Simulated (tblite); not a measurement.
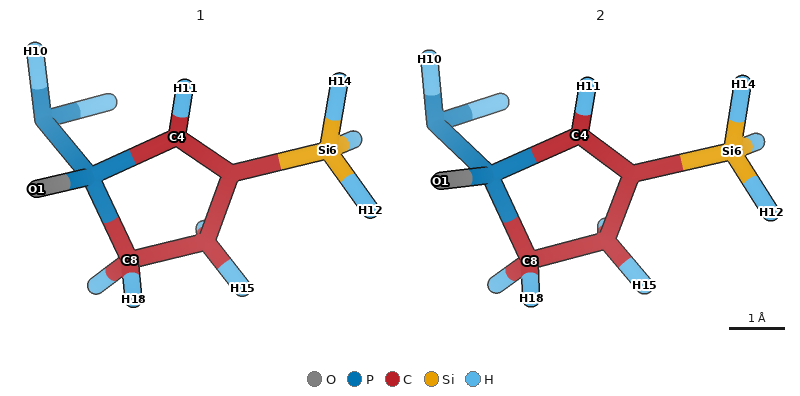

Two geometries of C₄H₁₀OP₂Si, drawn at one scale. One is the start of a relaxation, the other its converged end. Style: stick. Shown face on.

All numbers below come from GFN2-xTB geometry optimisation, gas phase (tblite). 

Which one is relaxed?

Answer. Structure 2 is the relaxed one. After 67 geometry steps the energy has fallen by 27.3 kJ/mol. An H atom moves most after the best rigid fit: 0.18 Å. By element the largest moves are H 0.18 Å, P 0.18 Å, O 0.17 Å, Si 0.09 Å, C 0.06 Å. Among the contacts that change: C–Si 1.825 → 1.886 Å, P–P 2.129 → 2.190 Å, C–P 1.759 → 1.817 Å, C–P 1.806 → 1.846 Å. Bond angles that change, for instance: P–P–H 97.8° → 90.2°, O–P–C 124.1° → 118.4°, P–P–C 105.2° → 110.0°.
